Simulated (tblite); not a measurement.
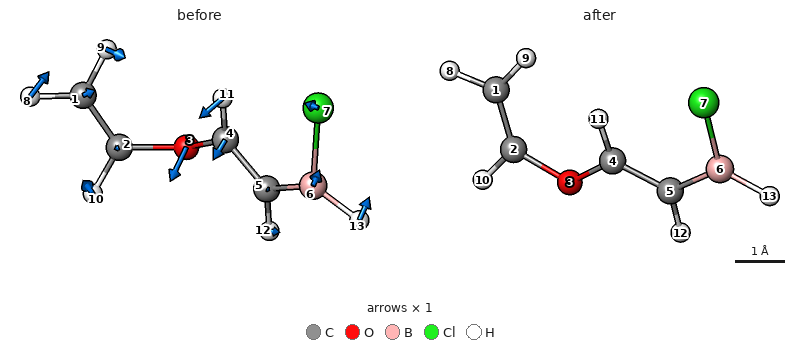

The structure of C4H6BClO before (left) and after (right) a relaxation, at one scale. The blue arrows give the displacements, at their true length.

Style: ball-and-stick. Shown at a tilt.

The calculation used GFN2-xTB geometry optimisation, gas phase in tblite. 

Question: What changed between the two?

Answer: O3 moves most after the best rigid fit: 0.84 Å. Largest moves by element: O 0.84 Å, H 0.69 Å, C 0.51 Å, B 0.41 Å, Cl 0.35 Å. Some distances before and after: B6–Cl7 1.864 → 1.708 Å, O3–C4 1.392 → 1.340 Å, C5–B6 1.567 → 1.528 Å, C2–H10 1.112 → 1.082 Å. Among the angles between lasting bonds that change: O3–C2–H10 119.2° → 109.0°, O3–C4–C5 115.6° → 121.8°, O3–C4–H11 123.3° → 117.3°. Groups turn about O3–C4 by about 65°, C2–O3 by about 60°. After 74 geometry steps the energy has fallen by 0.951 eV. Cost: 0.68 s on 1 thread of Arm Neoverse N1 (shared host).
